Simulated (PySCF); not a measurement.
**C₉H₈ (SMILES [CH-]=[C]C(=C=C=C)/C=C\C) (charge −1, doublet): density, localisation and related maps**

```yaml
atoms:
  - { symbol: C, position_ang: [-1.0726, 3.4508, -0.5104] }
  - { symbol: C, position_ang: [-0.8203, 2.2859, -0.3088] }
  - { symbol: C, position_ang: [-0.5435, 0.9296, -0.0736] }
  - { symbol: C, position_ang: [0.7600, 0.5258, -0.2960] }
  - { symbol: C, position_ang: [1.9485, 0.2836, -0.5289] }
  - { symbol: C, position_ang: [3.2309, -0.0540, -0.7624] }
  - { symbol: C, position_ang: [-1.6265, 0.1201, 0.3644] }
  - { symbol: C, position_ang: [-1.6756, -1.2031, 0.6644] }
  - { symbol: C, position_ang: [-0.5377, -2.1713, 0.6070] }
  - { symbol: H, position_ang: [-1.2841, 4.4645, -0.6876] }
  - { symbol: H, position_ang: [3.9513, 0.6788, -1.0977] }
  - { symbol: H, position_ang: [3.5863, -1.0651, -0.6179] }
  - { symbol: H, position_ang: [-2.5631, 0.6684, 0.4695] }
  - { symbol: H, position_ang: [-2.6270, -1.6215, 0.9850] }
  - { symbol: H, position_ang: [0.3612, -1.6719, 0.2564] }
  - { symbol: H, position_ang: [-0.3341, -2.6024, 1.5950] }
  - { symbol: H, position_ang: [-0.7607, -3.0062, -0.0684] }
```

Geometry: GFN2-xTB.

Computed with UKS B3LYP, pcH-1 on C H, non-relativistic, mean-field spin-orbit, GIAO (PySCF 2.14.0, density-fitted response routines).

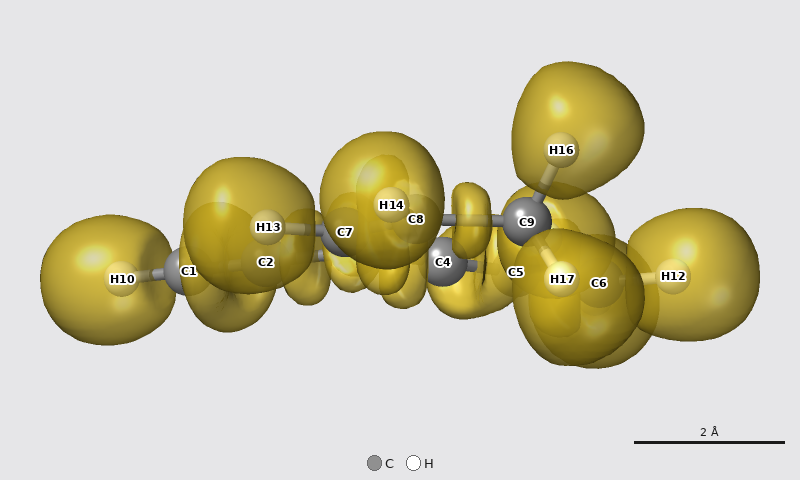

Figure 1. Isosurface of the ELF at 0.8 (yellow), seen from one side. Core shells and regions of very low density are left out.

Q: Describe the localisation domains.

A: The surface consists of eight regions between bonded C–C atoms (shared pairs) and eight regions around hydrogen nuclei.


C–C (1.21 Å): the ELF peaks at about 0.85 between the atoms: a short, multiple covalent bond. C–H (1.05 Å): the ELF climbs to about 1 towards the hydrogen, as it does in any bond to H (a covalent bond by its length).

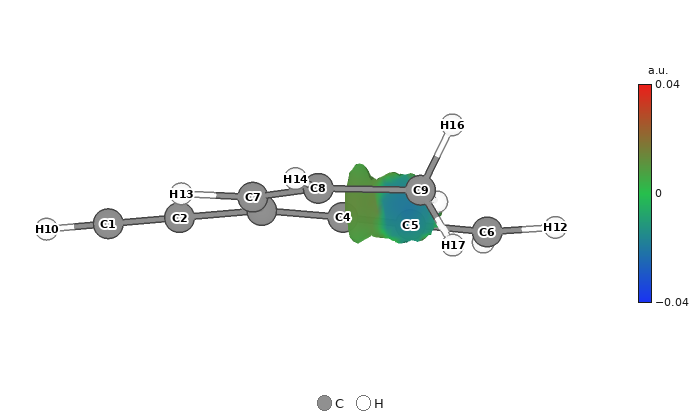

Figure 2. Non-covalent interaction (NCI) plot: the surface where the reduced density gradient is 0.6, for densities under 0.05 a.u., coloured by sign(λ₂)ρ; seen from one side.

Q: What holds or crowds the atoms apart from the covalent bonds?

A: Between H15 on one side and C4 on the other: a weak contact, attractive (blue-green) on one side and crowded (olive to red) on the other.

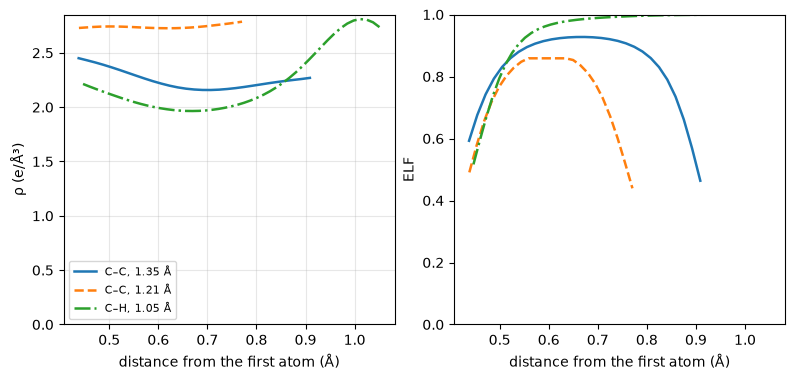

Figure 3. Total electron density and electron localisation function along straight lines between neighbouring atoms. The curves leave out the atomic cores.

Q: What can be read from the curves?

A: C–C (1.35 Å): ρ is about 2.2 e/Å³ halfway; the ELF peaks at about 0.95 between the atoms; localised, covalent bonding.
C–C (1.21 Å): the density is about 2.7 e/Å³ at the midpoint; the ELF peaks at about 0.85 between the atoms (a multiple bond).
C–H (1.05 Å): the density is about 2.1 e/Å³ at the midpoint; the ELF climbs to about 1 towards the hydrogen (a covalent bond by its length).
